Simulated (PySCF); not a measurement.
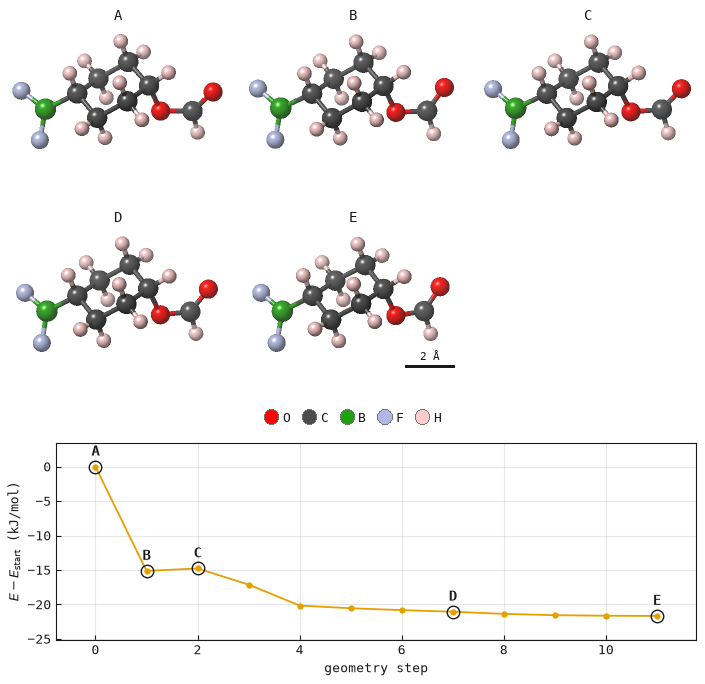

Frames of a relaxation of C₇H₁₁BF₂O₂, marked on the history of the run. A ball-and-stick model, seen from a free direction.

The start comes from GFN2-xTB. Its atoms were then displaced at random by about 0.01 Å.

The calculation used PBE0-D3(BJ)/def2-SVP geometry optimisation, gas phase (PySCF 2.14.0, density-fitted response routines). 

> Describe the path.

The atom that moves furthest after the best rigid fit is an O atom (0.75 Å). Largest moves by element: O 0.75 Å, F 0.32 Å, C 0.27 Å, H 0.18 Å, B 0.12 Å. Among the contacts that change: C–H 1.060 → 1.100 Å, C–O 1.227 → 1.198 Å, B–F 1.297 → 1.322 Å, B–C 1.585 → 1.563 Å. Bond angles that change, for instance: O–C–H 111.4° → 107.5°, F–B–F 112.8° → 116.2°, C–C–C 108.8° → 111.9°. Groups turn about C–O by about 25°. The energy falls by 21.7 kJ/mol in 11 geometry steps. From step 0 to 1: an O atom moves most (0.42 Å), energy −15.1 kJ/mol. From step 1 to 2: an O atom moves most (0.12 Å), energy +0.36 kJ/mol. From step 2 to 7: an H atom moves most (0.21 Å), energy −6.28 kJ/mol. From step 7 to 11: an O atom moves most (0.26 Å), energy −0.61 kJ/mol.

```json
{"step": "0", "E − E(0), kJ/mol": "0.00"}
{"step": "1", "E − E(0), kJ/mol": "-15.13"}
{"step": "2", "E − E(0), kJ/mol": "-14.77"}
{"step": "3", "E − E(0), kJ/mol": "-17.12"}
{"step": "4", "E − E(0), kJ/mol": "-20.16"}
{"step": "5", "E − E(0), kJ/mol": "-20.55"}
{"step": "6", "E − E(0), kJ/mol": "-20.82"}
{"step": "7", "E − E(0), kJ/mol": "-21.05"}
{"step": "8", "E − E(0), kJ/mol": "-21.36"}
{"step": "9", "E − E(0), kJ/mol": "-21.56"}
{"step": "10", "E − E(0), kJ/mol": "-21.63"}
{"step": "11", "E − E(0), kJ/mol": "-21.67"}
```
